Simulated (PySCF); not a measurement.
CH₅BO₃Si, SMILES O=C[SiH2]B(O)O at its GFN2-xTB optimised geometry (Å):

```
11

O      2.2562    -0.0995    -0.0042
C      1.6224    -1.1337     0.0000
Si    -0.3131    -1.1337     0.0000
B     -0.7947     0.7874     0.0000
O     -2.0997     1.1437     0.0035
O      0.1334     1.7718    -0.0036
H      2.1818    -2.0912     0.0035
H     -0.6328    -1.9734     1.1660
H     -0.6313    -1.9715    -1.1678
H     -2.2562     2.0912     0.0032
H      1.0548     1.4825    -0.0057
```

Computed with CAM-B3LYP/def2-TZVP (PySCF). Cells within 0.4 Å of a nucleus heavier than hydrogen are left out (blank, or x).

Map of the electrostatic potential (hartree/e), clipped to [-0.08, 0.12] on the plane z = 0.0 Å:

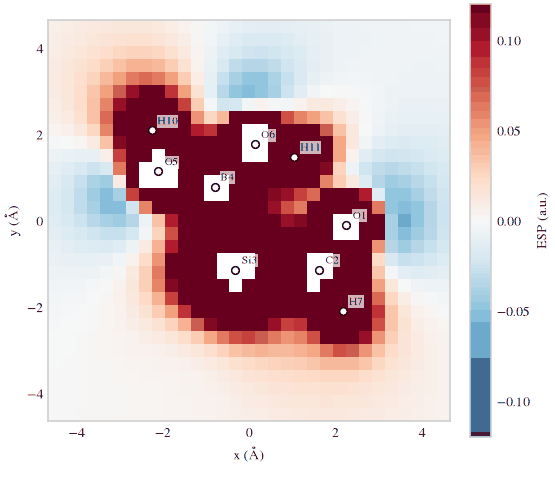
*Electrostatic potential (hartree/e), clipped to [-0.08, 0.12] on the plane z = 0.0 Å.*
